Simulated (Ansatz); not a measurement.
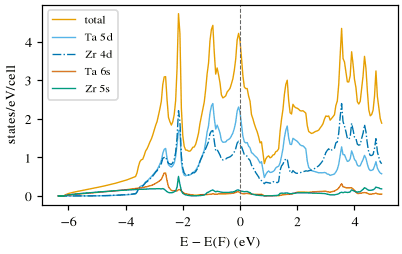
Total and projected density of states of ZrTa (rock salt, Fm-3m), PBEsol (plane waves, PAW; program Ansatz)

Task: Which orbitals carry the states next to the Fermi level?

Result: Within 0.5 eV of the Fermi level: Ta 5d 53 %, Zr 4d 36 %. Projections are on Löwdin-orthogonalised atomic valence shells; empty p or d shells of many metals are not among them.

Task: Where is the tallest occupied peak in this window, and what makes it?

Result: Near -2.1 eV, about 4.7 states/eV per cell; the largest projected share is Zr 4d.

The start of the workflow was typed in or built on a structure type; neither database checked (COD, Materials Project) lists it. Its standing as an ambient phase is unchecked. The PBEsol relaxation kept the symmetry of its start. At this level the phase is mechanically unstable. No spin polarisation was allowed. Its formation energy is positive at this level, so the cell may be metastable or incomplete. Spin–orbit coupling is left out wherever it is not named.

Potentials: the later of the program's two PAW sets.
